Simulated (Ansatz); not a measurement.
Consider LaC.

Input file:

```
crystal:
  lattice:
    - [3.2809728104, 0.0, 0.0]
    - [0.0, 3.2809728104, 0.0]
    - [0.0, 0.0, 3.2809728104]
  atoms:
    - { symbol: La, position: [0.0, 0.0, 0.0] }
    - { symbol: C, position: [0.5, 0.5, 0.5] }
basis:
  ecutwfc: 500
  ecutrho_ratio: 4
kpoints:
  mp_grid: { grid: [12, 12, 12] }
hamiltonian:
  xc: r2scan
scf:
  occupations: { method: gaussian, width: 0.05 }
output:
  forces: true
  stress: true
  eigenvalues: true
  populations: true
  hubbard: { sites: [{ species: La, l: f }] }
  write_density: true
  write_potential: true
  elf: true
  volumetric_format: npy
```

Launched as:

```sh
ansatz run input.yaml --threads 2 --pin off --max-ram 2662MiB --backend cpu --events-out ev --progress --plain --runs-dir out
```

Below, planes, directions and counts refer to the conventional cell (a = 3.28 Å, b = 3.28 Å, c = 3.28 Å, α = 90.00°, β = 90.00°, γ = 90.00°).

Space group Pm-3m; started from the CsCl prototype, which need not be the ambient phase; computed without spin polarisation.

These are results of DFT r2SCAN, scalar-relativistic, plane waves, PAW in Ansatz, not measurements.

> What can the converged valence pseudo-density and electron localisation function tell about the bonding?

La–C (2.84 Å): ρ is about 0.24 e/Å³ halfway; the ELF peaks at about 0.80 in the valence shell of C, 0.7 Å from its nucleus, and drops to about 0.15 between the two atoms (no shared electron pair shows on this line).

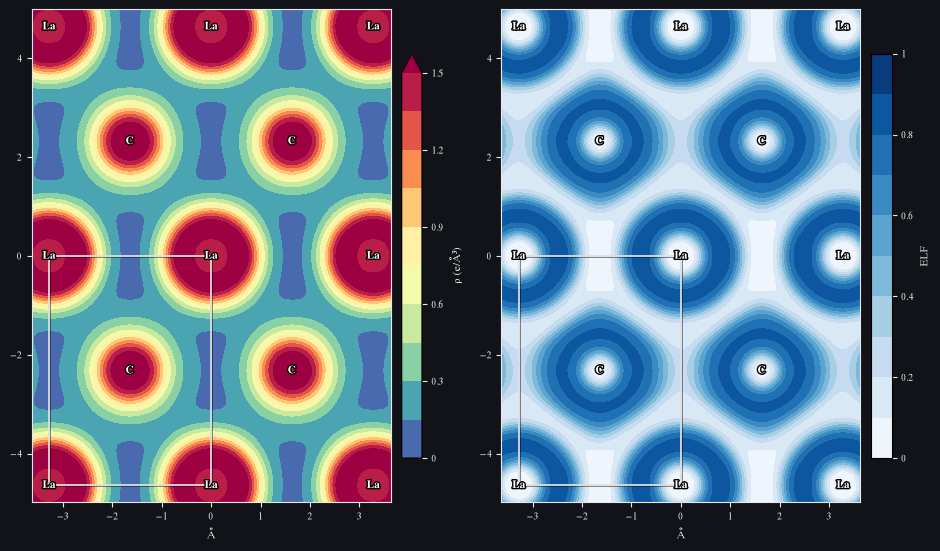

Computed valence pseudo-density and electron localisation function on the (110) plane of the conventional cell, in this order. 
